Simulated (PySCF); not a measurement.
# C₄H₄ClNSi: what the fields show

| atom | x (Å) | y (Å) | z (Å) |
| --- | --- | --- | --- |
| N | 1.8637 | 2.7607 | 0.0418 |
| C | 1.1549 | 1.8578 | 0.0396 |
| C | 0.2934 | 0.7503 | 0.0224 |
| C | -1.0131 | 0.6714 | 0.3429 |
| Si | -1.1510 | -1.1861 | 0.0008 |
| C | 0.6816 | -0.6468 | -0.3922 |
| Cl | 1.9525 | -1.3384 | 0.6639 |
| H | -1.6381 | 1.4888 | 0.6631 |
| H | -1.2654 | -2.0593 | 1.1583 |
| H | -1.9412 | -1.5862 | -1.1583 |
| H | 1.0681 | -0.7096 | -1.4085 |

Geometry: GFN2-xTB.

Computed with PBE0/pcSseg-1, SCF density, gas phase, non-relativistic in PySCF.

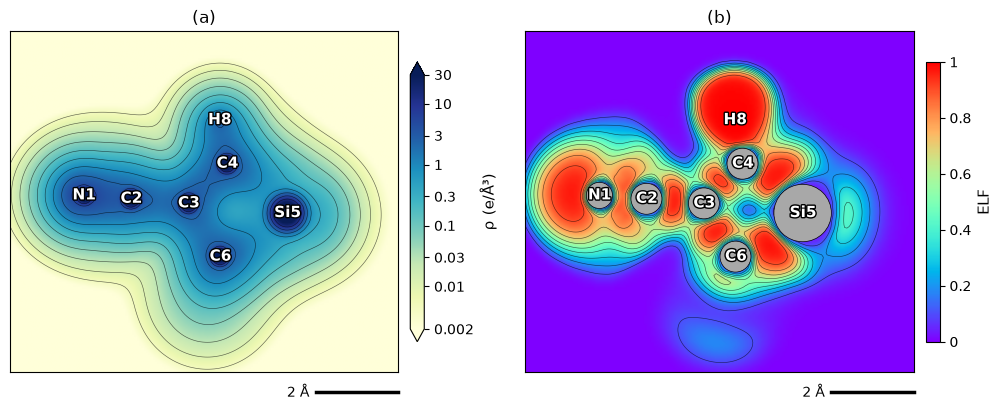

Figure 1. (a) total electron density; (b) electron localisation function on the plane of atoms Si5, C4 and H8. Grey discs cover the atomic cores in the ELF map.

### What do the fields say about this system?

- The plane passes through N, C, Si and H nuclei.
- C–N (1.15 Å): the density is about 3.5 e/Å³ at the midpoint; the ELF peaks at about 0.85 between the atoms; a short, multiple covalent bond.
- C–C (1.35 Å): the density is about 2.2 e/Å³ at the midpoint; the ELF peaks at about 0.90 between the atoms, as expected for a covalent bond.
- C–Si (1.89 Å): ρ is about 0.89 e/Å³ halfway; the ELF peaks at about 0.95 between the atoms, as expected for localised, covalent bonding.
- C–H (1.08 Å): the density is about 2 e/Å³ at the midpoint; the ELF climbs to about 1 towards the hydrogen, as it does in any bond to H: a covalent bond by its length.
- C–C (1.40 Å): ρ at the midpoint is about 2 e/Å³; the ELF peaks at about 0.95 between the atoms (a covalent bond).
- The ELF also peaks beside N1, away from the bonds: lone-pair regions.

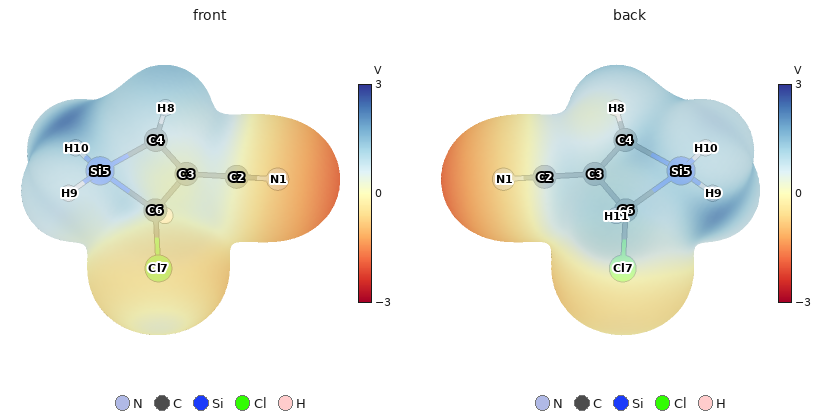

Figure 2. The electrostatic potential painted on the density surface at 0.002 e/bohr³, seen from the front and from behind; the colour scale runs from red (negative) to blue (positive).

### Which sites attract a positive test charge, and which a negative one?

A positive charge is drawn to the negative regions and a negative charge to the positive ones. The most negative region (about −1.7 V) lies over N1, the most positive (about +2.2 V) over Si5. Cl7 shows a σ-hole: about +0.3 V at the tip opposite its bond, against about −0.5 V on its flanks. N1 is the likeliest acceptor of a hydrogen bond.

### How polar is the molecule by this calculation?

Its dipole moment is 5.00 D.
